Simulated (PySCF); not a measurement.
C$_{5}$H$_{8}$N (doublet)

```
atom    x (Å)    y (Å)    z (Å)
   C   1.8853   0.5113   0.6842
   C   0.4847   0.2813   0.2484
   N  -0.4481   1.1120   0.4464
   C  -1.6888   0.6022  -0.0913
   C  -1.3662  -0.7244  -0.6754
   C   0.0753  -0.9855  -0.4752
   H   2.1979  -0.2787   1.3660
   H   2.5517   0.4919  -0.1773
   H   1.9664   1.4726   1.1828
   H  -2.0808   1.3231  -0.8243
   H  -2.4342   0.5587   0.7170
   H  -2.0652  -1.3751  -1.1574
   H   0.6371  -1.1114  -1.4115
   H   0.2842  -1.8785   0.1305
```

Geometry: GFN2-xTB.

All numbers below come from UKS B3LYP, pcH-1 on C H N, non-relativistic, mean-field spin-orbit, GIAO (PySCF 2.14.0, density-fitted response routines).

> Predict the electron density, electron localisation function and spin density between the atoms.

C–N (1.26 Å): ρ is about 2.9 e/Å³ halfway; the ELF peaks at about 0.90 between the atoms; a multiple bond.
C–C (1.48 Å): ρ is about 1.8 e/Å³ halfway; the ELF peaks at about 0.95 between the atoms; a shared electron pair.
C–H (1.07 Å): the density is about 2 e/Å³ at the midpoint; the ELF climbs to about 1 towards the hydrogen, as it does in any bond to H; a covalent bond by its length.
C–N (1.45 Å): ρ is about 2 e/Å³ halfway; the ELF peaks at about 0.95 between the atoms: a shared electron pair.
The unpaired spin (1 electron) lies mostly on C5 (about 0.7), in electrons by Hirshfeld's partition.

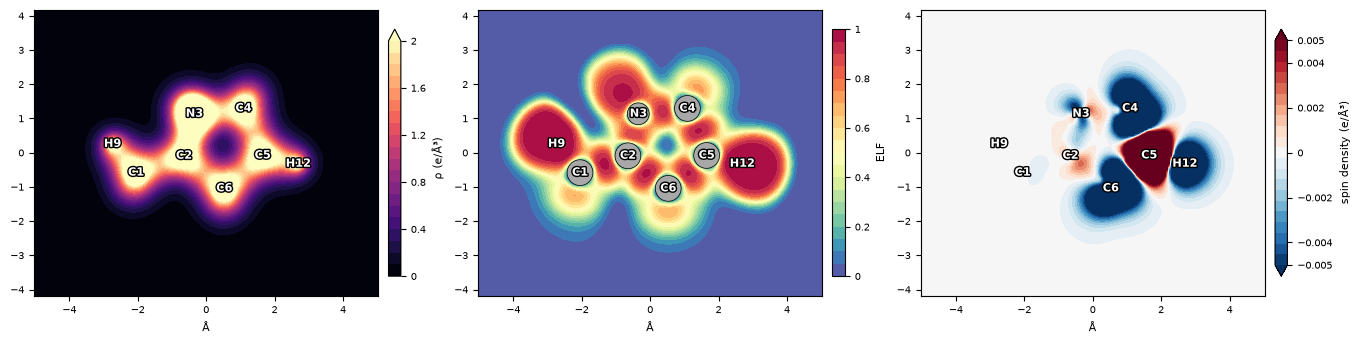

Computed electron density, electron localisation function and spin density on the plane of atoms N3, C4 and C5, in this order. Grey discs cover the atomic cores in the ELF map. 
